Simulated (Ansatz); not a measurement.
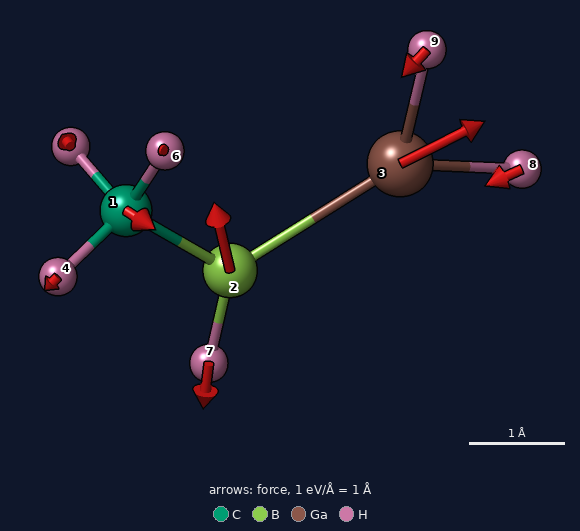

Starting geometry of CH6BGa with the computed forces as red arrows. Style: ball-and-stick. Shown from a free direction.

The start comes from GFN2-xTB.

Theory: RKS PBE0-D4/def2-TZVP in Ansatz 0.2.0.

Input file:
```yaml
crystal:
  periodic: [false, false, false]
  atoms:
    - {symbol: C, position_ang: [-0.756760, 0.986050, -0.565600]}
    - {symbol: B, position_ang: [-0.379310, -0.529330, -0.551340]}
    - {symbol: Ga, position_ang: [1.030500, -1.029210, 0.941750]}
    - {symbol: H, position_ang: [-1.746700, 1.229300, -0.948320]}
    - {symbol: H, position_ang: [-0.042160, 1.471040, -1.241200]}
    - {symbol: H, position_ang: [-0.623880, 1.476070, 0.404360]}
    - {symbol: H, position_ang: [-0.830190, -1.263860, -1.348960]}
    - {symbol: H, position_ang: [1.930640, -2.344060, 1.188160]}
    - {symbol: H, position_ang: [1.417850, 0.004010, 2.121140]}
basis:
  gaussian: {orbitals: def2-TZVP}
hamiltonian: {xc: pbe0, dispersion: d4}
relax: {f_tol: 0.005, max_steps: 150}
```

Launched with:
```bash
ansatz run in.yaml --threads 2 --pin off --events-out ev --progress --plain --max-ram 22528MiB --backend cpu
```

> Is this structure relaxed? If not, where do the atoms go?

It isn't relaxed: the largest force vector, on Ga3, is 1.02 eV/Å. The final displacements have little in common with the starting forces (cosine between the two patterns 0.10). The largest move after the best rigid fit is that of H9, 1.54 Å. Largest moves by element: H 1.54 Å, B 0.32 Å, C 0.18 Å, Ga 0.16 Å. Among the contacts that change: Ga3–H9 1.615 → 1.579 Å, B2–Ga3 2.113 → 2.078 Å, Ga3–H8 1.612 → 1.579 Å, B2–H7 1.174 → 1.205 Å. Bond angles that change, for instance: C1–B2–Ga3 113.4° → 126.0°, B2–Ga3–H8 132.3° → 122.9°, H8–Ga3–H9 106.0° → 114.5°. Groups turn about B2–Ga3 by about 80°. The energy falls by 27.3 kJ/mol in 14 geometry steps. The largest force component goes from 0.79 to 0.0039 eV/Å. The run took roughly 60 core-seconds on a shared host.
